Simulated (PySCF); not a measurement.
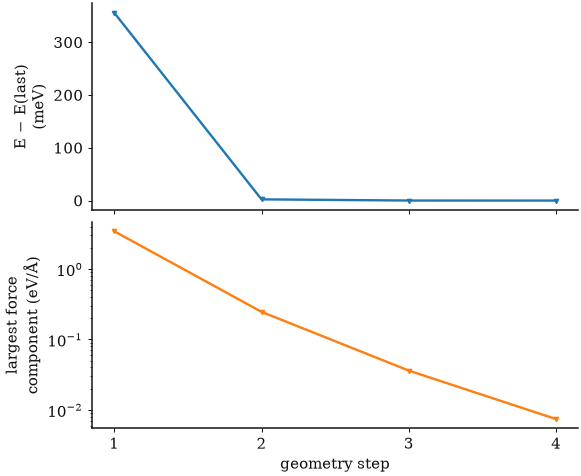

History of a geometry optimisation. The start has point group C3v, which is kept. A held symmetry can leave a saddle point.

System: TeSe3 (SMILES [Se]=[Te+2]([Se-])[Se-]).
Method: PySCF, RKS-based PBE0, Te def2-SVP with ECP28, Se def2-SVP; non-relativistic Hamiltonian with scalar-relativistic core potentials; density fitting.

> How did the optimisation end?

The optimisation met its thresholds at geometry 4, counting the start as the first. The energy fell by about 360 meV from the first step to the last. The largest force component goes from about 3.4 eV/Å at the start to 7 × 10⁻³ eV/Å at the end.
